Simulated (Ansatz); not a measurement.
# BH2O (SMILES B[O]): levels of theory compared

Wanted: a comparison of 6 runs (U-r2SCAN/STO-3G, U-r2SCAN0/STO-3G, UB3LYP/STO-3G, UCAM-B3LYP/STO-3G, USVWN5/STO-3G, UCCSDTQ/STO-3G) of BH2O. 

The results are computed with Ansatz 0.2.0.

55 further runs of the same task are left out: 55 set aside as unsound or not needed.

## Step 1: The molecule

BH2O: 4 atoms, total charge 0, spin state doublet. As SMILES, `B[O]`. The H3–B1 distance was set to 2.422 Å, away from the relaxed value. At this shape a bond of the SMILES string is far longer than usual.

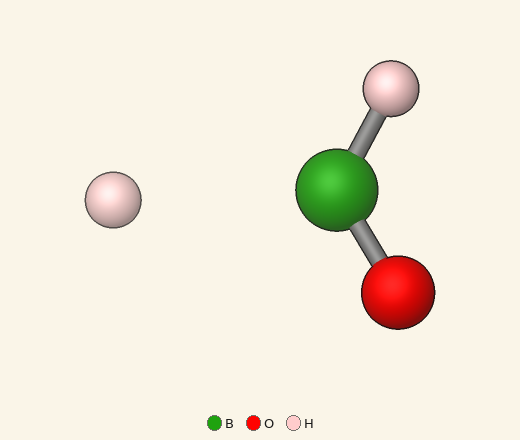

Viewed from a chosen angle; boron green, oxygen red, hydrogen pink.

## Step 2: A single-point energy at U-r2SCAN/STO-3G (run 1)

molecule.yaml

```yaml
crystal:
  periodic: [false, false, false]
  atoms:
    - symbol: B
      position_ang: [1.050438, 0.567121, -0.181806]
    - symbol: O
      position_ang: [2.076838, 0.236621, 0.510194]
    - symbol: H
      position_ang: [-1.052600, -0.587700, 0.151600]
    - symbol: H
      position_ang: [1.135438, 1.455921, -1.000306]
basis:
  gaussian:
    orbitals: STO-3G
total_charge: 0
magnetization:
  spin_polarized: true
  initial_magnetization: 1
hamiltonian:
  xc: {name: r2SCAN}
accuracy: high
```

Command:

```sh
ansatz run molecule.yaml --threads 1 --pin off --max-ram 2610MiB --events-out events.jsonl --progress --plain --runs-dir runs
```

What it wrote:

```text
Warning: RAYON_NUM_THREADS=1 ignored (pool sized by the plan → 1); use --threads N
Functional definition: r2SCAN
  name "r2SCAN"
  parameter k0 = 0.174
  parameter k1 = 0.065
  parameter a1 = 4.9479
  exchange = r2scan_x(k0 = k0, k1 = k1, a1 = a1)
  correlation = r2scan_c
187 factors; integrals over basis functions are off by at most 2.9e-8 eV
mean field evaluation 1: about -2712.5868 eV, gradient 1.4e1 eV
mean field evaluation 2: about -2692.6262 eV, gradient 6.4e1 eV
mean field evaluation 4: about -2713.9198 eV, gradient 6.2e-1 eV
mean field evaluation 8: about -2713.8706 eV, gradient 9.9e-2 eV
mean field evaluation 16: about -2713.8715 eV, gradient 8.8e-6 eV
mean field -2713.87145510 eV, -99.7329364467 hartree, gradient 4.3e-8 eV, S^2 0.802417; 0 other end points of the search recorded, 0 dependent functions left out
reference -2713.87145586 eV, -99.7329364747 hartree; 8, 7 occupied and 4, 5 virtual orbitals, 187 factors
Total energy: -2713.87145586 eV, -99.7329364747 hartree
```

It took 2.1 s on 1 thread of Arm Neoverse V2, shared host; peak memory 0.17 GiB.

## Step 3: A single-point energy at U-r2SCAN0/STO-3G (run 2)

in.yaml

```yaml
crystal:
  periodic: [false, false, false]
  atoms:
    - {symbol: B, position_ang: [1.050438, 0.567121, -0.181806]}
    - {symbol: O, position_ang: [2.076838, 0.236621, 0.510194]}
    - {symbol: H, position_ang: [-1.052600, -0.587700, 0.151600]}
    - {symbol: H, position_ang: [1.135438, 1.455921, -1.000306]}
basis:
  gaussian:
    orbitals: STO-3G
magnetization:
  spin_polarized: true
  initial_magnetization: 1
hamiltonian:
  xc: {name: r2SCAN0}
accuracy: high
```

Command:

```sh
ansatz run in.yaml --threads 1 --pin off --max-ram 2610MiB --events-out events.jsonl --progress --plain --runs-dir runs
```

What it wrote:

```text
Warning: RAYON_NUM_THREADS=1 ignored (pool sized by the plan → 1); use --threads N
Functional definition: r2SCAN0
  name "r2SCAN0"
  parameter a = 0.25
[... 3 set-up lines as earlier in the session ...]
  exchange = (1 - a)*r2scan_x(k0 = k0, k1 = k1, a1 = a1) + a*exact_x
[... 1 set-up line as earlier in the session ...]
187 factors; integrals over basis functions are off by at most 2.9e-8 eV
mean field evaluation 1: about -2710.9238 eV, gradient 1.8e1 eV
mean field evaluation 2: about -2692.7576 eV, gradient 6.3e1 eV
mean field evaluation 4: about -2713.3536 eV, gradient 4.8e-1 eV
mean field evaluation 8: about -2713.3483 eV, gradient 2.5e-1 eV
mean field evaluation 16: about -2713.3493 eV, gradient 5.8e-4 eV
mean field -2713.34930838 eV, -99.7137479086 hartree, gradient 9.7e-8 eV, S^2 0.887388; 0 other end points of the search recorded, 0 dependent functions left out
reference -2713.34930896 eV, -99.7137479300 hartree; 8, 7 occupied and 4, 5 virtual orbitals, 187 factors
Total energy: -2713.34930896 eV, -99.7137479300 hartree
```

Wall time 2.2 s (1 thread of Arm Neoverse V2, shared host); peak memory 0.17 GiB.

Runs 3 to 5 aren't shown in full; the table further down has their settings and results.

## Step 4: The energy at UCCSDTQ/STO-3G (run 6)

input.yaml

```yaml
crystal:
  periodic: [false, false, false]
  atoms:
    - {symbol: B, position_ang: [1.050438, 0.567121, -0.181806]}
    - {symbol: O, position_ang: [2.076838, 0.236621, 0.510194]}
    - {symbol: H, position_ang: [-1.052600, -0.587700, 0.151600]}
    - {symbol: H, position_ang: [1.135438, 1.455921, -1.000306]}
basis:
  gaussian: {orbitals: STO-3G}
total_charge: 0
magnetization: {spin_polarized: true, initial_magnetization: 1}
correlation: {method: ccsdtq, frozen_orbitals: {B: 1, H: 0, O: 1}}
accuracy: high
scf: {omitted_lower_state_checks: [cluster_reference, increment]}
```

Command:

```sh
ansatz run input.yaml --threads 1 --pin off --max-ram 2610MiB --events-out events.jsonl --progress --plain --runs-dir runs
```

What it wrote:

```text
Warning: RAYON_NUM_THREADS=1 ignored (pool sized by the plan → 1); use --threads N
[... 17 lines left out ...]
2 core orbitals not correlated: weight in the atoms' cores, before any rotation towards them, 1.000 or more for the frozen orbitals, at most 0.000 for the correlated occupied ones
[... 46 lines left out ...]
Total energy: -2704.41984807 eV, -99.3855962950 hartree
Checks for a lower state left out: cluster_reference, increment
```

Run time: 32 s. Hardware: 1 thread of Arm Neoverse V2, shared host; peak memory 0.45 GiB.

## Step 5: The series

```
run              level  frozen core orbitals  energy (Eh)   ⟨S²⟩  wall time
  1    U-r2SCAN/STO-3G                     –   -99.732936  0.802      2.1 s
  2   U-r2SCAN0/STO-3G                     –   -99.713748  0.887      2.2 s
  3      UB3LYP/STO-3G                     –   -99.773284  0.790     0.88 s
  4  UCAM-B3LYP/STO-3G                     –   -99.709310  0.805      1.1 s
  5      USVWN5/STO-3G                     –   -98.915205  0.758     0.46 s
  6     UCCSDTQ/STO-3G                     2   -99.385596  1.363       32 s
```

## Step 6: Results

```
                                          quantity         value
                               run 6: total energy  -99.38560 Eh
run 6: correlation energy (2 core orbitals frozen)    -142.5 mEh
          run 6: ⟨S²⟩ of the reference determinant         1.363
                              run 6: T1 diagnostic         0.107
```

In words: Totals of different functionals can't be ranked against each other. In runs 1, 2, 3, 4, 5, 6 the basis is minimal, so the values are rough. Spin contamination of the reference: run 6 ⟨S²⟩ = 1.36, run 2 ⟨S²⟩ = 0.89. Where it is this large, the reference is a mixture of spin states, and values that rest on it are in doubt. All runs together took 38 s, the longest 32 s.
